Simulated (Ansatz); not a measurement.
Cl₂H₄SiSn

```tsv
atom	x (Å)	y (Å)	z (Å)
Sn	-0.3081	-0.4850	-0.9987
Cl	0.2764	-2.6956	-1.5811
Cl	-2.3250	-0.0085	-2.1260
H	0.9247	0.6229	-1.3937
Si	0.2116	0.4529	1.2618
H	-0.4626	0.0542	2.5299
H	1.6710	0.1543	1.3199
H	0.0119	1.9047	0.9878
```

Core potentials replace the inner electrons of Sn; not at a stationary point (largest force 1.1 eV/Å).

Theory: Ansatz 0.2.0, RKS B3LYP-D4/def2-SVP.

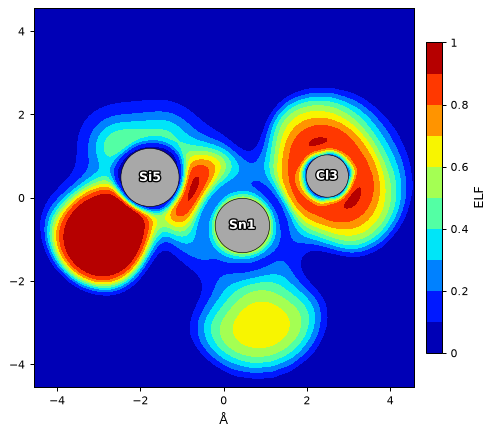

Figure 1. ELF on the plane of atoms Cl3, Sn1 and Si5. Grey discs cover the atomic cores.

Question: What do the fields say about this system?

Answer: The plane passes through Sn, Cl and Si nuclei. Sn–Cl (2.36 Å): the ELF peaks at about 0.80 in the valence shell of Cl, 0.8 Å from its nucleus, and drops to about 0.15 between the two atoms. Si–Sn (2.50 Å): the ELF peaks at about 0.90 between the atoms; a shared electron pair. The ELF also peaks beside Cl3, away from the bonds: lone-pair regions.

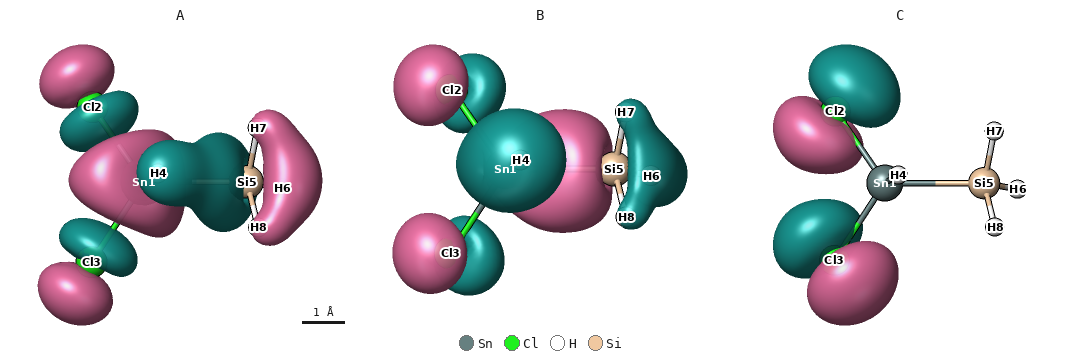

Figure 2. Three frontier orbitals at ±0.08 Å⁻³ᐟ² (teal and pink are the two phases), in no order.

Question: Which picture is the HOMO−1, the HOMO and the LUMO?

Answer: C is the HOMO−1 (−8.58 eV). Its weight (Hirshfeld) is mainly on Cl2 (about 45 %) and Cl3 (about 45 %); largely a combination of lone pairs on Cl2 and Cl3. B is the HOMO (−7.67 eV). It lies mainly on Sn1 (about 25 %), Si5 (about 25 %), H4 (about 15 %), Cl2 (about 15 %) and Cl3 (about 15 %). A is the LUMO (−2.34 eV). Its weight (Hirshfeld) is mainly on Sn1 (about 35 %), Cl2 (about 20 %), Cl3 (about 20 %) and Si5 (about 15 %).

Question: What is the HOMO–LUMO gap?

Answer: 5.33 eV between the orbital energies.

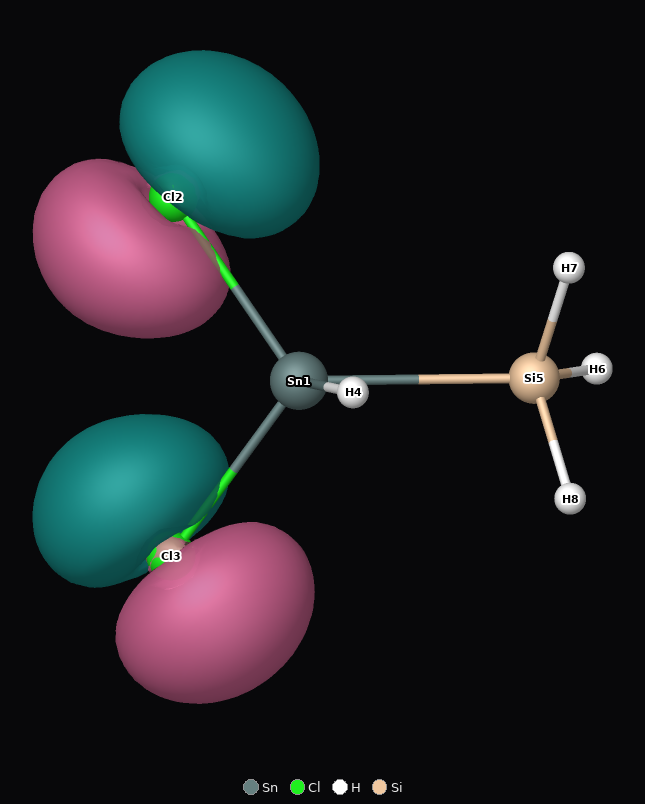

Figure 3. The HOMO−1 at ±0.1 Å⁻³ᐟ² (teal and pink are the two phases), seen across its widest extent.

Question: What is the character of this orbital?

Answer: It lies mainly on Cl2 (about 45 %) and Cl3 (about 45 %); largely a combination of lone pairs on Cl2 and Cl3. Its energy is −8.58 eV.
